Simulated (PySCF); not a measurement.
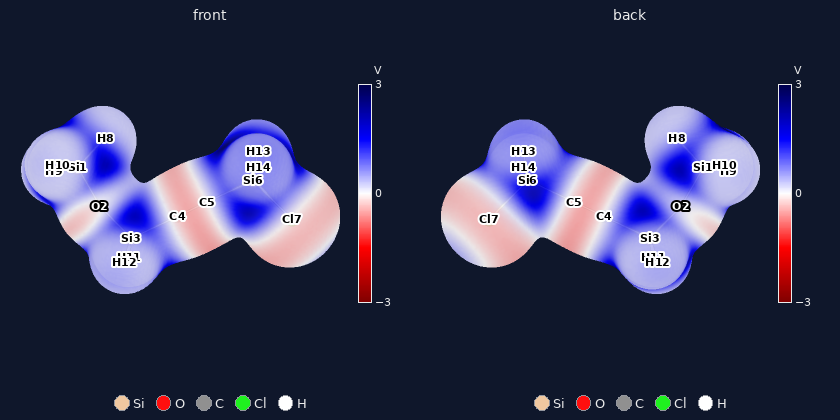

*C2H7ClOSi3 (SMILES [SiH3]O[SiH2]C#C[SiH2]Cl). The electrostatic potential painted on the density surface at 0.004 e/bohr³, seen from the front and from behind; the colour scale runs from red (negative) to blue (positive).*

Geometry: GFN2-xTB.

Computed with B3LYP/def2-SVPD, SCF density, gas phase (PySCF 2.14.0).

```xyz
14

Si   -3.0831    0.1426   -0.3167
O    -2.0061   -0.3296    0.7949
Si   -0.6676   -0.7896    1.5827
C     0.8147   -0.2561    0.5993
C     1.7720    0.1030   -0.0497
Si    3.2514    0.6382   -1.0194
Cl    4.8863   -0.2256   -0.1937
H    -2.3564    0.4662   -1.5429
H    -3.9897   -0.9890   -0.4989
H    -3.7538    1.3080    0.2553
H    -0.7021   -2.2492    1.6700
H    -0.6961   -0.0862    2.8640
H     3.1337    0.1777   -2.4011
H     3.3959    2.0893   -0.9258
```

Describe the electrostatic potential map.

Answer. The most negative region (about −0.5 V) lies over C4 and C5, the most positive (about +2.7 V) over Si1, Si3 and Si6. Cl7 shows a σ-hole: about +0.4 V at the tip opposite its bond, against about −0.3 V on its flanks.

How polar is the molecule by this calculation?

Answer. Its dipole moment is 1.34 D.
